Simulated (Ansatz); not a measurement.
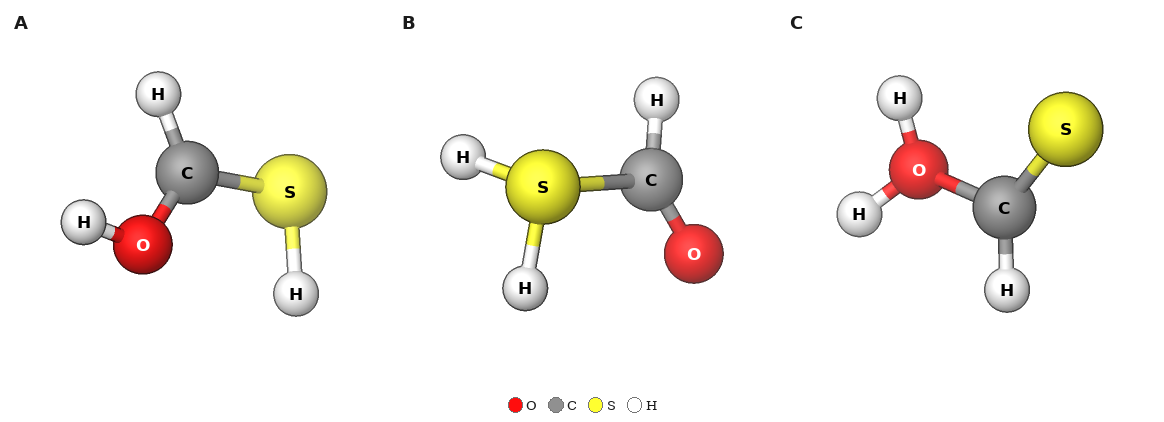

3 stationary structures of one formula. Charge +1, singlet. Geometries: PBE0-D4/def2-TZVP. Electronic energies: RHF-CCSD(T) (frozen core)/def2-TZVPP (Ansatz 0.2.0), without zero-point energy. No frequency run is at hand to confirm each as a minimum.

**Which structure is the most stable?**

A is lowest (Cs); B lies 0.827 eV above it (C1), C lies 1.140 eV above it (C1).
